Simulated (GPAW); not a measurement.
**NaCl (Fm-3m): one start, several treatments of the self-energy**

Aim: compare treatments of exchange, screening and correlation for the gap of NaCl (Fm-3m).

Calculated with GPAW 26.7.0; PBE and many-body steps on it, plane waves.

The database entry behind the starting cell differs from later determinations by our own check (an axis about 0.4 % short against later determinations), so it need not match the best structure at ambient conditions.

### 1. Set-up

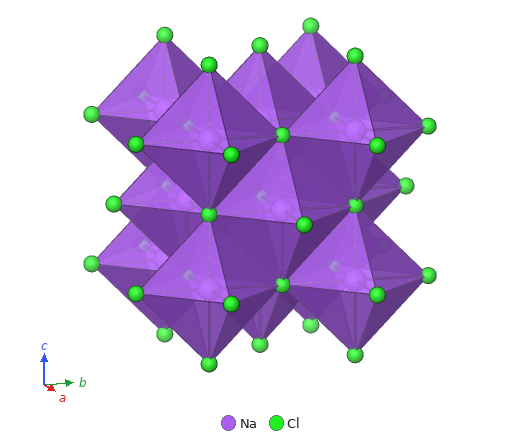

The starting structure, seen slightly off an axis (sodium purple, chlorine green). This picture shows the conventional cell, with its axes. Some periodic images of atoms are drawn too.

Structure file:

```cif
data_structure
_symmetry_space_group_name_H-M 'Fm-3m'
_symmetry_Int_Tables_number 225
_cell_length_a 5.6200
_cell_length_b 5.6200
_cell_length_c 5.6200
_cell_angle_alpha 90.000
_cell_angle_beta 90.000
_cell_angle_gamma 90.000
_cell_volume 177.50
loop_
_atom_site_label
_atom_site_type_symbol
_atom_site_symmetry_multiplicity
_atom_site_Wyckoff_symbol
_atom_site_fract_x
_atom_site_fract_y
_atom_site_fract_z
_atom_site_occupancy
Na1 Na 4 a 0.00000 0.00000 0.00000 1
Cl1 Cl 4 b 0.50000 0.00000 0.00000 1
```

The cell and positions come from the Crystallography Open Database and are kept as given unless a step says otherwise.

### 2. Empty states on the mesh, 6×6×6 mesh, 243 bands

This step: GPAW 26.7.0; DFT, PBE, plane waves, PAW.

The sums over transitions need many empty states on a uniform mesh; this step solves for them.

run.py reads:

```python
import json
import numpy as np
from gpaw.mpi import world
from gpaw import GPAW

calc = GPAW('gs.gpw').fixed_density(kpts={'size': (6, 6, 6), 'gamma': True},
    parallel={'domain': 1, 'band': 1},
    txt='nscf.txt')
calc.diagonalize_full_hamiltonian(nbands=243)
calc.write('full.gpw', mode='all')
res = {}
kpts = calc.get_ibz_k_points()
res['kpts'] = kpts
res['eigenvalues'] = [calc.get_eigenvalues(kpt=k) for k in range(len(kpts))]
res['n_electrons'] = calc.get_number_of_electrons()

if world.rank == 0:
    with open('result.json', 'w') as f:
        json.dump(res, f, default=lambda x: x.tolist())
```

Launch:

```
mpirun -n 4 gpaw python run.py
```

Numbers of over 12 decimals in the logs are rounded to 6 here.

The log of the run:

```text
Diagonalizing LCAO Hamiltonian
Converting LCAO to pw mode
convergence criteria:
- Maximum integral of absolute [eigenst]ate change: 4e-08 eV^2 / valence electron
maximum number of iterations: 100

SCF iterations
|iter     |     time |      energy | eigst |  dens |
|iter:   1|  |             | +1.51 |       |
|iter:   2|  |             | +0.31 |       |
|iter:   3|  |             | -1.02 |       |
[...]
|iter:   7|  |             | -5.38 |       |
|iter:   8|  |             | -6.45 |       |
|iter:   9|  |             | -7.56c|       |
SCF steps: 9
  __  _  _
 | _ |_)|_||  |
 |__||  | ||/\| - 26.7.0

Input parameters:
  mode=PW(ecut=450.000000),
  convergence={'density': 1e-06, 'bands': -3},
  gpts=array([20, 20, 20]),
  kpts=MonkhorstPack(size=(6, 6, 6), gamma=True),
  maxiter=100,
  nbands=14,
  occupations=Occupations(name='fermi-dirac', width=0.001, fixmagmom=False),
  parallel={'domain': 1, 'band': 1},
  xc=XC(name='PBE')
Matrix size: 962x962
# Writing to full.gpw (mode='all')
  [... matrices ...]

timing:  # [seconds]
  Total: 5.021  # ━━━━━━━━━━━━━━━━━━━━━━━━━━━━━━━━━━━━━━━━━━━━━━━━━━━━━━━━━━━
```

The job ended after 8.8 s (4 MPI ranks of Arm Neoverse V1, shared host; peak memory 0.98 GiB; 35 s of CPU time).

This step gave:

```yaml
gap: 5.159 eV
k_of_the_valence_top: 0, 0, 0
k_of_the_conduction_bottom: 0, 0, 0
least_direct_gap: 5.159 eV
k_points_computed: 16
lowest_point_of_the_top_converged_band_above_the_valence_top: 167.7394 eV
```

On this mesh the gap is 5.159 eV.

### 3. G0W0, Godby-Needs plasmon pole

Now the one-shot GW correction: screening in the RPA, then the self-energy of the levels asked for.

This step: G0W0 with a vertex from the rALDA kernel on PBE, plane waves, PAW.

run.py reads:

```python
import json
import numpy as np
from gpaw.mpi import world
from gpaw.response.g0w0 import G0W0

gw = G0W0('full.gpw',
    filename='gw',
    kpts=[0],
    bands=(5, 9),
    ecut=175,
    nbands=233,
    integrate_gamma='WS',
    ppa=True,
    xc='rALDA',
    fxc_mode=None,
    fxc_modes=['GWP', 'GWS', 'GWG'],
    do_GW_too=True)
gw.calculate()
res = {mode: {k: v for k, v in r.items() if k != 'sigma_eskwn'}
       for mode, r in gw.all_results.items()}

if world.rank == 0:
    with open('result.json', 'w') as f:
        json.dump(res, f, default=lambda x: x.tolist())
```

Launch:

```
mpirun -n 4 gpaw python run.py
```

The log of the run:

```text
Using integrator: PointIntegrator
FrequencyGridDescriptor(from 0.000+0.000j to 0.000+27.211j eV, 2 points)
Nonperiodic BCs:  [False False False]
Using integrator: PointIntegrator
FrequencyGridDescriptor(from 0.000+0.000j to 0.000+27.211j eV, 2 points)
Nonperiodic BCs:  [False False False]
  ___  _ _ _
 |   || | | |
 | | || | | |
 |__ ||_____|
 |___|

BZ k-points: Symmetries present (total): 48

  [... matrices ...]
216 k-points: 6 x 6 x 6 Monkhorst-Pack grid + [1/12,1/12,1/12]
16 k-points in the irreducible part of the Brillouin zone
       k-points in crystal coordinates                weights
   0:     0.00000000    0.00000000    0.00000000          1/216
   1:     0.16666667    0.16666667    0.00000000          6/216
   2:     0.16666667    0.16666667    0.16666667          8/216
   3:     0.33333333    0.16666667    0.16666667         12/216
   4:     0.33333333    0.33333333   -0.33333333         12/216
   5:     0.33333333    0.33333333    0.00000000          6/216
   6:     0.33333333    0.33333333    0.16666667         24/216
   7:     0.33333333    0.33333333    0.33333333          8/216
   8:     0.50000000    0.33333333   -0.33333333         24/216
   9:     0.50000000    0.33333333   -0.16666667         12/216
          ...
  15:     0.50000000    0.50000000    0.50000000          4/216

Distributing spins, k-points and bands (1 x 1 x 4) over 4 processes
Number of blocks: 1

Quasi particle states:
k-points (IBZ indices): [0]
Band range: (5, 9)
  [... matrices ...]
Computational parameters:
Plane wave cut-off: 175 eV
Number of bands: 233
Coulomb cutoff: None
Broadening: 0.1 eV

fxc modes: GW, GWG, GWP, GWS
Kernel: rALDA
Using Godby-Needs plasmon-pole approximation:
  Fitting energy: i*E0, E0 = 1.000 Hartree
Summing all q:

Calculating screened Coulomb potential
No Coulomb truncation
FrequencyGridDescriptor(from 0.000+0.000j to 0.000+27.211j eV, 2 points)
Removing empty qpoint cache files...

Calculating chi0 body with:
    Ground state adapter containing:
    Number of spins: 1
    Number of kpoints: 216
    Number of irreducible kpoints: 16
    Number of completely occupied states: 7
    Number of partially occupied states: 7
    Occupied states memory: 0.8544921875 M / cpu

    Linear response parametrization:
    q_c: [1.3877787807814457e-17, 1.3877787807814457e-17, 1.3877787807814457e-17]
    Number of frequency points: 2
    Planewave cutoff: 175.0
    Number of bands: 233
    Number of planewaves: 259
    Broadening (eta): 1e-06
    comm.size: 4
    kncomm.size: 4
    blockcomm.size: 1

    Memory estimate of potentially large arrays:
        chi0_wGG: 2.047150 M / cpu
Integrating chi0 body.

Symmetries of q_c:
    Direct symmetries (Uq -> q): 48
    Indirect symmetries (TUq -> q): 0
In total 48 allowed symmetries.

  [... matrices ...]
16 groups of equivalent kpoints. 92.592593% reduction.

Integral kind: response function
Integrating chi0 head and wings.

Symmetries of q_c:
    Direct symmetries (Uq -> q): 48
    Indirect symmetries (TUq -> q): 0
In total 48 allowed symmetries.

  [... matrices ...]
16 groups of equivalent kpoints. 92.592593% reduction.

Integral kind: response function wings
Calculating rALDA kernel at 175.0 eV cutoff
q point 0 complete
q point 1 complete
q point 2 complete
q point 3 complete
q point 4 complete
q point 5 complete
q point 6 complete
q point 7 complete
q point 8 complete
q point 9 complete
q point 10 complete
[... the further q-points ...]

Results:
f:      Occupation numbers
eps:     KS-eigenvalues [eV]
vxc:     KS vxc [eV]
exx:     Exact exchange [eV]
sigma:   Self-energies [eV]
dsigma:  Self-energy derivatives
Z:       Renormalization factors
qp:      QP-energies [eV]

k-point 0 (0): (0.000, 0.000, 0.000)                GWP
band       f     eps     vxc     exx   sigma  dsigma       Z      qp
                                                                  GWP
   5   1.000  -0.462 -16.808 -21.118   1.815  -0.246   0.803  -2.465
   6   1.000  -0.462 -16.808 -21.118   1.815  -0.246   0.803  -2.465
   7   0.000   4.697  -9.282  -5.316  -3.244  -0.165   0.859   5.317
   8   0.000  10.591  -8.493  -3.714  -3.552  -0.173   0.853  11.636
                                                                  GWS
   5   1.000  -0.462 -16.808 -21.118   2.188  -0.206   0.829  -2.221
   6   1.000  -0.462 -16.808 -21.118   2.188  -0.206   0.829  -2.221
[...]
GWG
[...]
GW
[...]
6   1.000  -0.462 -16.808 -21.118   1.767  -0.227   0.815  -2.534
   7   0.000   4.697  -9.282  -5.316  -3.069  -0.152   0.868   5.475
   8   0.000  10.591  -8.493  -3.714  -3.351  -0.158   0.863  11.824
```

Elapsed: 9 min, on 4 MPI ranks; peak memory 2.7 GiB; 36 min of CPU time.

This step gave:

```yaml
gap_with_the_vertex_in_the_polarisability: 7.782 eV
gap_with_the_vertex_in_the_self_energy: 8.212 eV
gap_with_the_vertex_in_both: 8.002 eV
g0w0_gap_on_the_points_computed: 8.009 eV
least_direct_g0w0_gap_on_the_computed_points: 8.009 eV
z_at_the_valence_top: 0.8147
z_at_the_conduction_bottom: 0.8681
starting_gap_on_the_mesh: 5.159 eV
k_of_the_valence_top: 0, 0, 0
k_of_the_conduction_bottom: 0, 0, 0
```

The gap on the mesh goes from 5.16 eV to 8.01 eV, a correction of +2.85 eV.

### 4. G0W0 with rALDA vertex

run.py, as its differences from that of step 3:

```diff
@@ -9,4 +9,4 @@
     bands=(5, 9),
-    ecut=175,
-    nbands=233,
+    ecut=105,
+    nbands=108,
     integrate_gamma='WS',
@@ -14,5 +14,3 @@
     xc='rALDA',
-    fxc_mode=None,
-    fxc_modes=['GWP', 'GWS', 'GWG'],
-    do_GW_too=True)
+    fxc_mode='GWG')
 gw.calculate()
```

Launch:

```
mpirun -n 4 gpaw python run.py
```

The log of the run:

```text
Using integrator: PointIntegrator
FrequencyGridDescriptor(from 0.000+0.000j to 0.000+27.211j eV, 2 points)
Nonperiodic BCs:  [False False False]
Using integrator: PointIntegrator
FrequencyGridDescriptor(from 0.000+0.000j to 0.000+27.211j eV, 2 points)
Nonperiodic BCs:  [False False False]
  ___  _ _ _
 |   || | | |
 | | || | | |
 |__ ||_____|
 |___|

BZ k-points: Symmetries present (total): 48

  [... matrices ...]
216 k-points: 6 x 6 x 6 Monkhorst-Pack grid + [1/12,1/12,1/12]
16 k-points in the irreducible part of the Brillouin zone
       k-points in crystal coordinates                weights
   0:     0.00000000    0.00000000    0.00000000          1/216
   1:     0.16666667    0.16666667    0.00000000          6/216
   2:     0.16666667    0.16666667    0.16666667          8/216
[...]
9:     0.50000000    0.33333333   -0.16666667         12/216
          ...
  15:     0.50000000    0.50000000    0.50000000          4/216

Distributing spins, k-points and bands (1 x 1 x 4) over 4 processes
Number of blocks: 1

Quasi particle states:
k-points (IBZ indices): [0]
Band range: (5, 9)
  [... matrices ...]
Computational parameters:
Plane wave cut-off: 105 eV
Number of bands: 108
Coulomb cutoff: None
Broadening: 0.1 eV

fxc modes: GWG
Kernel: rALDA
Using Godby-Needs plasmon-pole approximation:
  Fitting energy: i*E0, E0 = 1.000 Hartree
Summing all q:

Calculating screened Coulomb potential
No Coulomb truncation
FrequencyGridDescriptor(from 0.000+0.000j to 0.000+27.211j eV, 2 points)
Removing empty qpoint cache files...

Calculating chi0 body with:
    Ground state adapter containing:
    Number of spins: 1
    Number of kpoints: 216
    Number of irreducible kpoints: 16
    Number of completely occupied states: 7
    Number of partially occupied states: 7
    Occupied states memory: 0.8544921875 M / cpu

    Linear response parametrization:
    q_c: [1.3877787807814457e-17, 1.3877787807814457e-17, 1.3877787807814457e-17]
    Number of frequency points: 2
    Planewave cutoff: 105.0
    Number of bands: 108
    Number of planewaves: 113
    Broadening (eta): 1e-06
    comm.size: 4
    kncomm.size: 4
    blockcomm.size: 1

    Memory estimate of potentially large arrays:
        chi0_wGG: 0.389679 M / cpu
Integrating chi0 body.

Symmetries of q_c:
    Direct symmetries (Uq -> q): 48
    Indirect symmetries (TUq -> q): 0
In total 48 allowed symmetries.

  [... matrices ...]
16 groups of equivalent kpoints. 92.592593% reduction.

Integral kind: response function
Integrating chi0 head and wings.

Symmetries of q_c:
    Direct symmetries (Uq -> q): 48
    Indirect symmetries (TUq -> q): 0
In total 48 allowed symmetries.

  [... matrices ...]
16 groups of equivalent kpoints. 92.592593% reduction.

Integral kind: response function wings
Calculating rALDA kernel at 105.0 eV cutoff
q point 0 complete
q point 1 complete
q point 2 complete
[...]
q point 9 complete
q point 10 complete
[... the further q-points ...]

Results:
f:      Occupation numbers
eps:     KS-eigenvalues [eV]
vxc:     KS vxc [eV]
exx:     Exact exchange [eV]
sigma:   Self-energies [eV]
dsigma:  Self-energy derivatives
Z:       Renormalization factors
qp:      QP-energies [eV]

k-point 0 (0): (0.000, 0.000, 0.000)                GWG
band       f     eps     vxc     exx   sigma  dsigma       Z      qp
                                                                  GWG
   5   1.000  -0.462 -16.808 -21.118   2.375  -0.218   0.821  -2.051
   6   1.000  -0.462 -16.808 -21.118   2.375  -0.218   0.821  -2.051
   7   0.000   4.697  -9.282  -5.316  -2.580  -0.139   0.878   5.914
   8   0.000  10.591  -8.493  -3.714  -2.819  -0.147   0.872  12.299
```

Run time: 94 s. Hardware: 4 MPI ranks; peak memory 1.7 GiB.

This step gave:

| Item | Value |
| --- | --- |
| quasiparticle gap on the points computed | 7.965 eV |
| least direct quasiparticle gap on the computed points | 7.965 eV |
| Z at the valence top | 0.8212 |
| Z at the conduction bottom | 0.8783 |
| starting gap on the mesh | 5.159 eV |
| k of the valence top | 0, 0, 0 |
| k of the conduction bottom | 0, 0, 0 |

Against G0W0 in GPAW (6×6×6 mesh, 233 bands, screening to 175 eV, Godby-Needs plasmon pole), the gap moves by −0.043 eV.

### 5. The runs together

Times are wall times on 4 MPI ranks of Arm Neoverse V1, shared host, good to a factor of about two.

| run | mesh | bands | screening cutoff (eV) | DFT gap (eV) | gap on the mesh (eV) | direct (eV) | time |
| --- | --- | --- | --- | --- | --- | --- | --- |
| G0W0, Godby-Needs plasmon pole | 6×6×6 | 233 | 175 | 5.159 | 8.009 | 8.009 | 9 min |
| G0W0 with rALDA vertex | 6×6×6 | 108 | 105 | 5.159 | 7.965 | 7.965 | 94 s |

### 6. Outcome

| Property | Result |
| --- | --- |
| G0W0, Godby-Needs plasmon pole | 8.009 eV |
| G0W0 with rALDA vertex | 7.965 eV |
| known limits | not at the basis limit |

In words: G0W0 with rALDA vertex: −0.043 eV against G0W0, Godby-Needs plasmon pole, at other bands or cutoff, so not like for like. With the rALDA kernel as a vertex the gap is 7.78 eV (in the polarisability), 8.21 eV (in the self-energy) and 8.00 eV (in both), against 8.01 eV without. Bands and cutoff are finite, so the gap is not at the basis limit. The miss can reach some tenths of an eV and take either sign; the mesh is an error of its own. These stock PAW sets were not made for GW. In the G0W0 runs levels were corrected at 1 k point alone, so a gap called «on the mesh» is the least over those, and an edge elsewhere would be missed.

[Paths, hosts, dates, memory and timing lines, banners, echoed tables and standing remarks are left out of the program output.]

[Logs are printed without paths, hosts, clocks, repeated set-up lines and the standing remarks that a program may print on its own settings, such as how far it seeks lower states.]

[Runs of the session that timed out or met a known fault of the program may be left out.]

[Hosts, paths, dates, database ids (printed as entryN), source tags and the programs' standing remarks are cut or masked in the printed files.]
